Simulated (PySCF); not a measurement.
C4H11F2NSi

```yaml
atoms:
  - { symbol: C, position_ang: [-1.6806, 0.6459, 0.1471] }
  - { symbol: C, position_ang: [-0.8125, -0.6028, 0.2553] }
  - { symbol: C, position_ang: [-1.1065, -1.5222, -0.9059] }
  - { symbol: F, position_ang: [-0.6242, -1.0280, -2.0774] }
  - { symbol: F, position_ang: [-0.5022, -2.7299, -0.7455] }
  - { symbol: Si, position_ang: [1.0639, -0.1957, 0.3484] }
  - { symbol: C, position_ang: [1.5653, 1.1379, -0.8993] }
  - { symbol: N, position_ang: [1.2217, 0.5140, 1.9161] }
  - { symbol: H, position_ang: [-1.4511, 1.3251, 0.9627] }
  - { symbol: H, position_ang: [-2.7403, 0.3943, 0.1908] }
  - { symbol: H, position_ang: [-1.4879, 1.1562, -0.7933] }
  - { symbol: H, position_ang: [-1.1034, -1.1589, 1.1505] }
  - { symbol: H, position_ang: [-2.1815, -1.7160, -1.0602] }
  - { symbol: H, position_ang: [1.8175, -1.4367, 0.1116] }
  - { symbol: H, position_ang: [1.1254, 2.0995, -0.6535] }
  - { symbol: H, position_ang: [1.2571, 0.8736, -1.9049] }
  - { symbol: H, position_ang: [2.6433, 1.2616, -0.9088] }
  - { symbol: H, position_ang: [2.0807, 0.9906, 2.1356] }
  - { symbol: H, position_ang: [0.9057, 0.0005, 2.7233] }
```

Geometry: GFN2-xTB.

The calculation used PySCF, PBE0/pcSseg-1, SCF density, gas phase, non-relativistic.

**What will maps of the electron density and electron localisation function show?**

C–F (1.36 Å): ρ is about 2.2 e/Å³ halfway, with its minimum of 1.8 e/Å³ about 0.5 Å from C; the ELF peaks at about 0.85 between the atoms: a polar covalent bond.
C–C (1.51 Å): the density is about 1.8 e/Å³ at the midpoint; the ELF peaks at about 0.95 between the atoms, as expected for a covalent bond.
C–H (1.09 Å): the density is about 2 e/Å³ at the midpoint; the ELF climbs to about 1 towards the hydrogen, as it does in any bond to H; a covalent bond by its length.

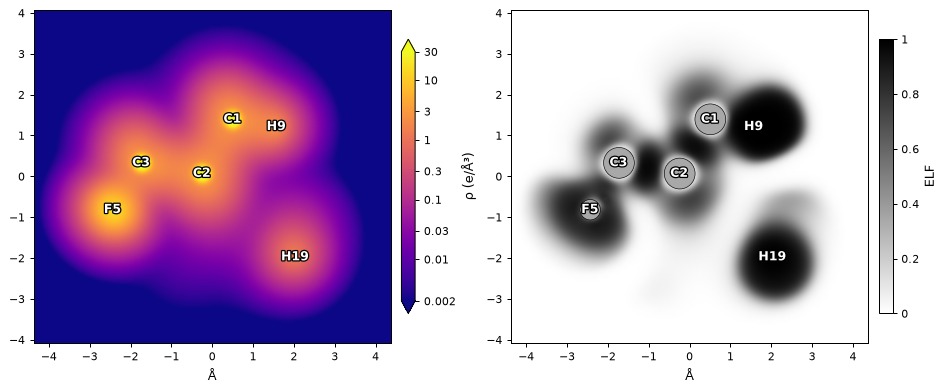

Computed electron density and electron localisation function on the plane of atoms C1, C2 and C3, in this order. Grey discs cover the atomic cores in the ELF map. 
